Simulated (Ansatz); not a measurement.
## Molecular dynamics, with input and output: C51H30N2 (part 2 of 3)

C51H30N2; RKS revPBE-d3bjatm/def2-SVP (Ansatz 0.2.0). The geometry comes from this level: PBE-D4/def2-SVP.

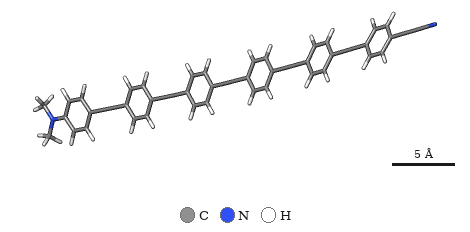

*The geometry at step 2 of the log (stick view, seen at a tilt).*

## The program's output, continued
```
Atom 75 at    -6.013058    -2.369294    -0.176623 Å, force     0.848664     0.736314    -0.133231 eV/Å
Atom 76 at    -3.401393    -2.372860    -0.291548 Å, force    -0.061573     0.400704     0.303127 eV/Å
Atom 77 at     0.929588     1.942329     0.283373 Å, force    -0.015201    -0.270958    -0.184732 eV/Å
Atom 78 at     3.430259     2.077344     0.169384 Å, force    -0.188789    -0.542398     0.092554 eV/Å
Atom 79 at     7.879398     2.200759    -0.130751 Å, force    -0.234990     0.050508    -0.097251 eV/Å
Atom 80 at    10.257052     2.234876    -0.255824 Å, force     0.690693     0.033637    -0.014527 eV/Å
Atom 81 at    14.988335    -1.957964    -0.392830 Å, force    -0.113855    -0.026778    -0.100909 eV/Å
Atom 82 at    17.450927    -1.826208    -0.504449 Å, force    -0.041066    -0.430508     0.032904 eV/Å
Dipole moment:     3.044670     0.042343    -0.087945 e Å
Checks for a lower state left out: starts
```

## Trajectory as extended XYZ (Å, eV, eV/Å), 6 of the 13 frames kept, from step=0 to step=12
```
83
Properties=species:S:1:pos:R:3:forces:R:3 step=0 time_fs=0.0 energy=-56299.34150 temperature=296.4
C    19.6881   -0.8316   -0.6280    0.1244  -0.1438   0.0023
N    18.9076    0.3891   -0.6574    0.0330   0.0015  -0.0012
C    19.5759    1.6721   -0.7446    0.1107   0.1532  -0.0117
C    17.5301    0.3300   -0.6022   -0.0315  -0.0017   0.0011
C    16.7353    1.5136   -0.6269    0.0763   0.1509  -0.0095
C    15.3460    1.4486   -0.5699   -0.0922   0.1434  -0.0020
C    14.6615    0.2070   -0.4871   -0.0108  -0.0006  -0.0003
C    13.2461    0.1477   -0.4304   -0.0226  -0.0018   0.0012
C    12.0128    0.0990   -0.3812    0.0214   0.0012  -0.0005
C    10.5974    0.0489   -0.3252   -0.0142  -0.0002  -0.0013
C     9.9065   -1.1959   -0.3292    0.0993  -0.1217  -0.0061
C     8.5163   -1.2432   -0.2763   -0.0917  -0.1271   0.0012
C     7.7467   -0.0482   -0.2141    0.0148   0.0024  -0.0019
C     6.3301   -0.0933   -0.1600   -0.0218  -0.0021   0.0010
C     5.0967   -0.1258   -0.1139    0.0263  -0.0001  -0.0006
C     3.6801   -0.1540   -0.0618   -0.0199   0.0003   0.0005
C     2.9661   -1.3789   -0.1814    0.1021  -0.1298  -0.0189
C     1.5751   -1.4030   -0.1339   -0.0983  -0.1329  -0.0131
C     0.8304   -0.2035    0.0386    0.0168   0.0002   0.0009
C    -0.5871   -0.2242    0.0863   -0.0244  -0.0015   0.0008
C    -1.8208   -0.2336    0.1265    0.0206  -0.0012  -0.0002
C    -3.2384   -0.2348    0.1710    0.0109  -0.0008  -0.0024
C    -3.9576    0.9601    0.4497    0.0830   0.1461   0.0303
C    -5.3488    0.9626    0.4923   -0.0807   0.1477   0.0358
C    -6.0871   -0.2288    0.2538   -0.0103  -0.0033  -0.0014
C    -7.5052   -0.2224    0.2918   -0.0218   0.0000   0.0011
C    -8.7391   -0.2095    0.3233    0.0205  -0.0025  -0.0002
C   -10.1568   -0.1881    0.3581   -0.0072  -0.0017  -0.0043
C   -10.9150   -1.3186   -0.0558    0.0899  -0.1225  -0.0453
C   -12.3066   -1.2932   -0.0268   -0.0940  -0.1196  -0.0443
C   -13.0040   -0.1377    0.4216    0.0067   0.0005   0.0017
C   -14.4220   -0.1101    0.4510   -0.0216  -0.0009   0.0001
C   -15.6556   -0.0826    0.4756    0.0207  -0.0004  -0.0004
C   -17.0730   -0.0484    0.5029    0.0002   0.0003   0.0011
C   -17.8374   -1.1186   -0.0395    0.0835  -0.1238  -0.0631
C   -19.2287   -1.0848   -0.0154   -0.0921  -0.1183  -0.0614
C   -19.9139    0.0226    0.5549   -0.0004  -0.0009   0.0039
C   -21.3305    0.0585    0.5803   -0.0035   0.0005  -0.0002
C   -22.5659    0.0904    0.6023    0.0199  -0.0006  -0.0004
C   -23.9336    0.1260    0.6267    0.0911  -0.0025  -0.0016
N   -25.1142    0.1568    0.6476   -0.2725   0.0070   0.0049
C   -19.1539    1.0934    1.0997   -0.0836   0.1235   0.0606
C   -17.7627    1.0577    1.0727    0.0920   0.1182   0.0587
C   -12.2467    0.9916    0.8389   -0.0893   0.1234   0.0476
C   -10.8554    0.9678    0.8055    0.0949   0.1210   0.0459
C    -5.3689   -1.4235   -0.0256   -0.0831  -0.1450  -0.0288
C    -3.9773   -1.4269   -0.0640    0.0812  -0.1452  -0.0326
C     1.5436    1.0213    0.1610   -0.1012   0.1292   0.0191
C     2.9341    1.0456    0.1104    0.1001   0.1319   0.0122
C     8.4361    1.1966   -0.2086   -0.0989   0.1192   0.0080
C     9.8259    1.2440   -0.2641    0.0917   0.1261   0.0005
C    15.4539   -0.9714   -0.4638   -0.0794  -0.1505   0.0100
C    16.8438   -0.9171   -0.5182    0.0893  -0.1437   0.0025
H    20.7628   -0.5811   -0.6825   -0.0068  -0.0049   0.0007
H    19.5220   -1.4139    0.3068   -0.0012   0.0100  -0.0019
H    19.4518   -1.5018   -1.4855   -0.0004   0.0101  -0.0003
H    19.3523    2.3225    0.1314    0.0006  -0.0104   0.0002
H    20.6690    1.5146   -0.7768   -0.0070   0.0046  -0.0001
H    19.2867    2.2348   -1.6611   -0.0005  -0.0101   0.0020
H    17.2118    2.4999   -0.6916   -0.0201  -0.0201   0.0024
H    14.7593    2.3788   -0.5904    0.0038  -0.0072   0.0006
H    10.4892   -2.1275   -0.3761   -0.0061   0.0180   0.0004
H     7.9962   -2.2124   -0.2811    0.0046   0.0184  -0.0003
H     3.5309   -2.3130   -0.3147   -0.0060   0.0123   0.0019
H     1.0352   -2.3563   -0.2293    0.0058   0.0129   0.0012
H    -3.3971    1.8880    0.6330   -0.0034  -0.0059  -0.0007
H    -5.8936    1.8926    0.7093    0.0032  -0.0059  -0.0010
H   -10.3856   -2.2174   -0.4038   -0.0049   0.0161   0.0068
H   -12.8823   -2.1721   -0.3516    0.0054   0.0157   0.0059
H   -17.3137   -1.9776   -0.4830   -0.0050   0.0131   0.0088
H   -19.8107   -1.9159   -0.4390    0.0055   0.0138   0.0086
H   -19.6777    1.9523    1.5435    0.0039  -0.0141  -0.0086
H   -17.1809    1.8893    1.4956   -0.0057  -0.0135  -0.0078
H   -12.7760    1.8901    1.1884    0.0050  -0.0160  -0.0072
H   -10.2794    1.8471    1.1282   -0.0061  -0.0154  -0.0061
H    -5.9292   -2.3513   -0.2107    0.0029   0.0059   0.0002
H    -3.4324   -2.3571   -0.2796   -0.0032   0.0057   0.0004
H     0.9789    1.9553    0.2953    0.0054  -0.0117  -0.0017
H     3.4743    1.9988    0.2046   -0.0058  -0.0126  -0.0013
H     7.8532    2.1282   -0.1609    0.0053  -0.0176  -0.0006
H    10.3461    2.2131   -0.2603   -0.0046  -0.0179  -0.0003
H    14.9524   -1.9482   -0.3997    0.0030   0.0075  -0.0010
H    17.4065   -1.8589   -0.4954   -0.0221   0.0182  -0.0005
83
Properties=species:S:1:pos:R:3:forces:R:3 step=2 time_fs=1.0 energy=-56299.10345 temperature=277.0
C    19.6842   -0.8272   -0.6209    0.7942  -0.2214   0.2130
N    18.9076    0.3865   -0.6607   -0.3568   0.3357  -0.0107
C    19.5764    1.6678   -0.7467   -0.0812   0.5136  -0.3380
C    17.5236    0.3307   -0.5998    0.4671  -0.2862   0.0146
C    16.7393    1.5088   -0.6186    0.1019   0.9050  -0.1441
C    15.3530    1.4458   -0.5695   -0.8800   0.5723   0.0051
C    14.6600    0.1993   -0.4906    0.3194   0.4517  -0.0085
C    13.2509    0.1477   -0.4317   -0.7652  -0.0769   0.0063
C    12.0113    0.1006   -0.3846    0.5910   0.0304  -0.0125
C    10.5972    0.0525   -0.3279    0.0380  -0.3158  -0.0178
C     9.9022   -1.1962   -0.3335    0.6192  -0.6483  -0.0416
C     8.5173   -1.2429   -0.2788   -0.1774   0.2418   0.0288
C     7.7479   -0.0440   -0.2131    0.0046   0.0492  -0.0324
C     6.3321   -0.0930   -0.1584    0.0361  -0.0028   0.0117
C     5.0999   -0.1325   -0.1102   -0.2224   0.0474  -0.0317
C     3.6785   -0.1571   -0.0651    0.1642   0.5481   0.1516
C     2.9698   -1.3745   -0.1812   -0.3239  -0.4933  -0.1139
C     1.5743   -1.4012   -0.1301    0.2495   0.2347   0.0103
C     0.8285   -0.2075    0.0409    0.1948   0.0542  -0.0434
C    -0.5824   -0.2278    0.0848   -0.0250   0.0037   0.0146
C    -1.8122   -0.2257    0.1251   -0.9011  -0.0061   0.0527
C    -3.2476   -0.2299    0.1717    0.8341  -0.1439  -0.0432
C    -3.9640    0.9617    0.4474   -0.0998  -0.1512   0.0785
C    -5.3508    0.9673    0.4904    0.2745  -1.2451  -0.2633
C    -6.0915   -0.2292    0.2523    0.2028  -0.0384  -0.0954
C    -7.5106   -0.2268    0.2893    0.5676   0.0348   0.0025
C    -8.7384   -0.2104    0.3243   -0.4039   0.0003   0.0028
C   -10.1531   -0.1895    0.3557   -0.1807  -0.0732   0.0228
C   -10.9103   -1.3232   -0.0529    0.2664   0.2392  -0.0277
C   -12.2942   -1.2856   -0.0228   -0.9819  -0.9328  -0.3134
C   -13.0078   -0.1439    0.4284    0.1842   0.3382   0.0237
C   -14.4286   -0.1115    0.4535    1.0074  -0.0843  -0.0281
C   -15.6524   -0.0798    0.4770   -0.9880   0.0332   0.0273
C   -17.0740   -0.0458    0.5046    0.3564  -0.0004  -0.0599
C   -17.8319   -1.1092   -0.0361   -0.4433  -0.2023  -0.0431
C   -19.2286   -1.0787   -0.0117    0.2726   0.1164   0.0531
C   -19.9147    0.0189    0.5569   -0.0482   0.2395   0.0918
C   -21.3321    0.0631    0.5785    0.3455  -0.0834   0.0299
C   -22.5641    0.0807    0.6055   -0.3691   0.0615   0.0034
C   -23.9327    0.1217    0.6324   -0.4118  -0.0129  -0.0123
N   -25.1185    0.1540    0.6510    0.2902  -0.0026   0.0052
C   -19.1487    1.0855    1.0986   -0.6311   0.6201   0.2690
C   -17.7665    1.0559    1.0639    0.2749   0.2318   0.1397
C   -12.2492    0.9916    0.8391   -0.0745   0.1724  -0.0113
C   -10.8529    0.9651    0.7986   -0.2560  -0.2437   0.0844
C    -5.3747   -1.4267   -0.0338    0.8357   0.8331   0.2984
C    -3.9672   -1.4293   -0.0570   -0.8376   0.0768  -0.1302
C     1.5337    1.0190    0.1536    0.4786   0.1676   0.1202
C     2.9307    1.0552    0.1141   -0.0703  -0.4618  -0.1783
C     8.4342    1.2056   -0.2118   -0.3489   0.2016   0.0766
C     9.8247    1.2396   -0.2655    0.4270   1.4495  -0.0016
C    15.4592   -0.9696   -0.4680   -0.5954  -0.8545   0.1144
C    16.8409   -0.9188   -0.5154    0.7476  -0.4249  -0.0441
H    20.7724   -0.5648   -0.6640   -0.4284  -0.0892   0.0956
H    19.5155   -1.3944    0.3386    0.0390   0.0394  -0.4843
H    19.4997   -1.4821   -1.5065   -0.1476  -0.0789   0.2230
H    19.3823    2.3361    0.1240   -0.1059  -0.1244   0.0530
H    20.6580    1.4963   -0.7815    0.3106  -0.0098  -0.0488
H    19.2973    2.2591   -1.6674    0.0546  -0.3404   0.3090
H    17.2114    2.5128   -0.7000   -0.1597  -0.4855   0.0756
H    14.7456    2.3934   -0.5962    0.4698  -0.6661   0.0273
H    10.4759   -2.1604   -0.3833   -0.2603   0.7111   0.0313
H     8.0030   -2.2062   -0.2818   -0.1489  -0.1989  -0.0040
H     3.5099   -2.3222   -0.3345    0.0895   0.1258   0.0555
H     1.0321   -2.3372   -0.2264   -0.1648  -0.4399  -0.0416
H    -3.4126    1.8711    0.6619    0.2751   0.4308   0.0116
H    -5.8849    1.8590    0.7050   -0.6756   1.2233   0.2951
H   -10.3757   -2.2048   -0.4109    0.0579  -0.2552  -0.0684
H   -12.8951   -2.1699   -0.3643    0.4456   0.4965   0.2219
H   -17.3218   -1.9666   -0.4735    0.1946  -0.2444  -0.1348
H   -19.8222   -1.8865   -0.4248   -0.1498  -0.4701  -0.2412
H   -19.6683    1.9607    1.5469    0.1503  -0.3479  -0.1779
H   -17.1955    1.8955    1.4732    0.1057   0.0859   0.0699
H   -12.7872    1.8996    1.1664    0.1368  -0.1539   0.0179
H   -10.2627    1.8074    1.1478    0.1382   0.4716   0.0685
H    -5.9316   -2.3279   -0.2038   -0.4249  -0.8328  -0.1930
H    -3.4329   -2.3536   -0.2829    0.1840  -0.2008  -0.0111
H     0.9782    1.9494    0.2940   -0.1740   0.1725  -0.0057
H     3.4673    2.0080    0.1927    0.0447   0.0631   0.0470
H     7.8482    2.1519   -0.1569    0.2498  -0.4358  -0.0407
H    10.3425    2.2519   -0.2613   -0.3929  -1.0604  -0.0062
H    14.9569   -1.9608   -0.3981    0.1685   0.3863  -0.0447
H    17.4254   -1.8661   -0.4961   -0.3541   0.4305  -0.0055
83
Properties=species:S:1:pos:R:3:forces:R:3 step=5 time_fs=2.5 energy=-56298.37244 temperature=219.3
C    19.6802   -0.8209   -0.6091    1.5165  -0.2814   0.4138
N    18.9076    0.3823   -0.6674   -0.9204   0.8015   0.0252
C    19.5751    1.6619   -0.7485    0.0030   0.8011  -0.6866
C    17.5142    0.3319   -0.5951    1.1812  -0.6727  -0.0049
C    16.7461    1.5047   -0.6061   -0.2374   1.4780  -0.3080
C    15.3603    1.4430   -0.5694   -1.3982   0.6203   0.0369
C    14.6593    0.1889   -0.4964    0.6660   1.0754  -0.0041
C    13.2575    0.1481   -0.4338   -1.7467  -0.1718   0.0068
C    12.0092    0.1036   -0.3899    1.3711   0.0615  -0.0249
C    10.5972    0.0567   -0.3322    0.0842  -0.7830  -0.0416
C     9.8979   -1.1992   -0.3404    0.9646  -1.0021  -0.0665
C     8.5178   -1.2423   -0.2832   -0.2411   0.5294   0.0665
C     7.7508   -0.0386   -0.2123   -0.0869   0.2041  -0.0745
C     6.3358   -0.0924   -0.1561    0.0014  -0.0162   0.0367
C     5.1043   -0.1429   -0.1034   -0.4635   0.1185  -0.0916
C     3.6757   -0.1625   -0.0697    0.4724   1.4071   0.3647
C     2.9744   -1.3681   -0.1816   -1.0613  -0.9243  -0.2291
C     1.5716   -1.3987   -0.1250    0.6638   0.5098   0.0174
C     0.8259   -0.2121    0.0441    0.4596   0.0263  -0.1061
C    -0.5742   -0.2319    0.0839   -0.2319   0.0061   0.0365
C    -1.7999   -0.2135    0.1237   -1.9477  -0.0210   0.1186
C    -3.2589   -0.2238    0.1723    1.8111  -0.2908  -0.0917
C    -3.9738    0.9640    0.4431   -0.1580  -0.1973   0.2263
C    -5.3550    0.9735    0.4883    0.4385  -2.4498  -0.5450
C    -6.0981   -0.2291    0.2491    0.4958  -0.1368  -0.2321
C    -7.5165   -0.2353    0.2861    1.2603   0.0985   0.0025
C    -8.7369   -0.2114    0.3265   -0.9180  -0.0045   0.0083
C   -10.1469   -0.1925    0.3522   -0.4509  -0.1333   0.0589
C   -10.9028   -1.3290   -0.0497    0.5404   0.4998  -0.0854
C   -12.2775   -1.2754   -0.0173   -2.0190  -1.7059  -0.5852
C   -13.0134   -0.1517    0.4373    0.5074   0.7613   0.0491
C   -14.4355   -0.1130    0.4568    2.1340  -0.2008  -0.0621
C   -15.6483   -0.0756    0.4783   -2.1606   0.0782   0.0677
C   -17.0750   -0.0423    0.5084    0.8377  -0.0192  -0.1680
C   -17.8254   -1.0965   -0.0309   -1.0740  -0.4395  -0.0846
C   -19.2295   -1.0700   -0.0067    0.5974   0.0595   0.0322
C   -19.9158    0.0131    0.5614   -0.1352   0.5817   0.1949
C   -21.3326    0.0696    0.5757    0.5560  -0.1913   0.0877
C   -22.5620    0.0663    0.6111   -0.7434   0.1512   0.0117
C   -23.9327    0.1170    0.6427   -0.9711  -0.0455  -0.0467
N   -25.1251    0.1500    0.6559    0.9801  -0.0086   0.0178
C   -19.1429    1.0737    1.0967   -1.1259   1.0624   0.4476
C   -17.7714    1.0526    1.0518    0.4493   0.4268   0.2712
C   -12.2537    0.9915    0.8393   -0.0235   0.2812  -0.1037
C   -10.8505    0.9606    0.7875   -0.4293  -0.3558   0.2977
C    -5.3825   -1.4308   -0.0465    1.8166   1.8559   0.7033
C    -3.9541   -1.4326   -0.0461   -1.8866   0.1904  -0.3419
C     1.5199    1.0145    0.1431    1.2015   0.4308   0.2747
C     2.9247    1.0703    0.1180   -0.2308  -1.2117  -0.4087
C     8.4299    1.2208   -0.2167   -0.3583  -0.0421   0.1636
C     9.8240    1.2336   -0.2675    0.3745   2.6107  -0.0090
C    15.4650   -0.9670   -0.4736   -1.1080  -1.6833   0.2300
C    16.8374   -0.9206   -0.5125    1.4259  -0.6095  -0.0878
H    20.7816   -0.5431   -0.6342   -0.8090  -0.1631   0.1924
H    19.5072   -1.3668    0.3792    0.0767   0.0053  -0.9957
H    19.5655   -1.4508   -1.5292   -0.3384  -0.2404   0.4807
H    19.4255    2.3523    0.1092   -0.2859  -0.2013   0.2756
H    20.6467    1.4705   -0.7880    0.5581  -0.0053  -0.1092
H    19.3158    2.2890   -1.6659    0.0304  -0.6575   0.4580
H    17.2036    2.5195   -0.7129   -0.1221  -0.6832   0.1637
H    14.7369    2.3975   -0.5996    0.7265  -0.9762   0.0382
H    10.4460   -2.2022   -0.3928   -0.3302   1.3289   0.0542
H     8.0117   -2.2054   -0.2820   -0.2759  -0.2849  -0.0098
H     3.4757   -2.3289   -0.3644    0.3145   0.1295   0.1110
H     1.0252   -2.3201   -0.2232   -0.2833  -0.8107  -0.0779
H    -3.4336    1.8585    0.7086    0.4615   0.6564  -0.0382
H    -5.8875    1.8345    0.7078   -1.2137   2.1949   0.5558
H   -10.3604   -2.1924   -0.4258    0.0479  -0.4448  -0.1022
H   -12.9131   -2.1574   -0.3787    0.9048   0.8459   0.4181
H   -17.3293   -1.9539   -0.4620    0.3809  -0.4866  -0.2705
H   -19.8471   -1.8546   -0.4090   -0.1349  -0.8056  -0.4227
H   -19.6485    1.9638    1.5475    0.1557  -0.5262  -0.2663
H   -17.2209    1.9061    1.4432    0.2825   0.2218   0.1681
H   -12.8000    1.9151    1.1339    0.3045  -0.3603   0.0636
H   -10.2319    1.7575    1.1804    0.0698   0.7544   0.0315
H    -5.9429   -2.3083   -0.1928   -0.8154  -1.6255  -0.3723
H    -3.4350   -2.3554   -0.2884    0.3580  -0.3100   0.0145
H     0.9713    1.9413    0.2925   -0.3377   0.3207  -0.0243
H     3.4548    2.0270    0.1791    0.0696   0.0517   0.0894
H     7.8485    2.1818   -0.1497    0.3923  -0.7573  -0.0912
H    10.3276    2.2874   -0.2632   -0.5209  -1.8075  -0.0090
H    14.9620   -1.9730   -0.3960    0.3197   0.7448  -0.0988
H    17.4468   -1.8699   -0.4977   -0.6694   0.7627  -0.0048
```
